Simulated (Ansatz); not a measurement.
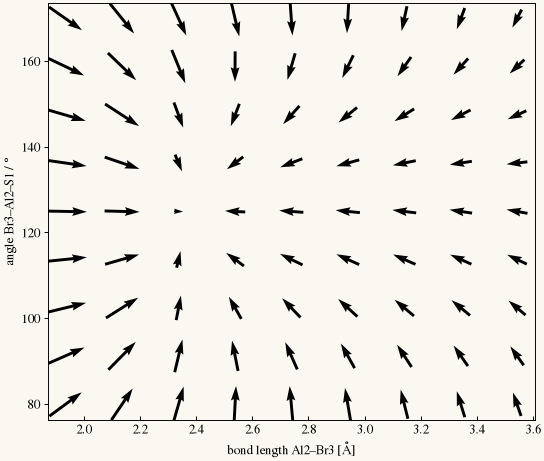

AlBrHS, SMILES [S-][AlH][Br], charge −1. 
- First axis: bond length Al2–Br3. Second axis: angle Br3–Al2–S1.
- Nothing is relaxed (all other coordinates rigid).
- The scan uses a 9 × 9 grid.
- The reference is spin-restricted, which grows unreliable where a bond is stretched far.
- Computed with RKS BHLYP-D4/def2-TZVPD (Ansatz).

In the figure: arrows along the force (downhill), their lengths compressed.

Q: The arrows alone are given. Where is the energy lowest?

A: The arrows converge at about bond length Al2–Br3 = 2.359 Å, angle Br3–Al2–S1 = 125° (read from the interpolated surface).

The energy map of the same scan:

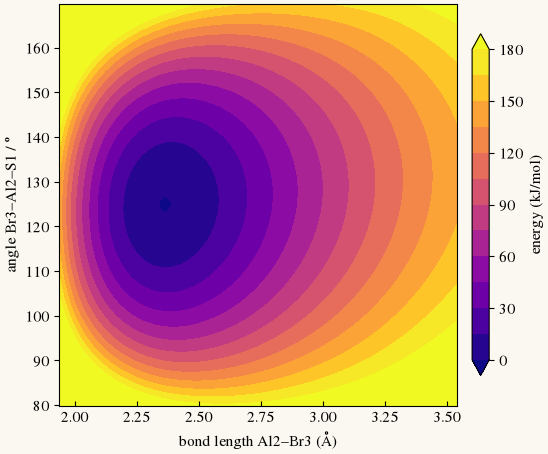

Energies are in kJ/mol, from the lowest grid point; between grid points the surface is interpolated.
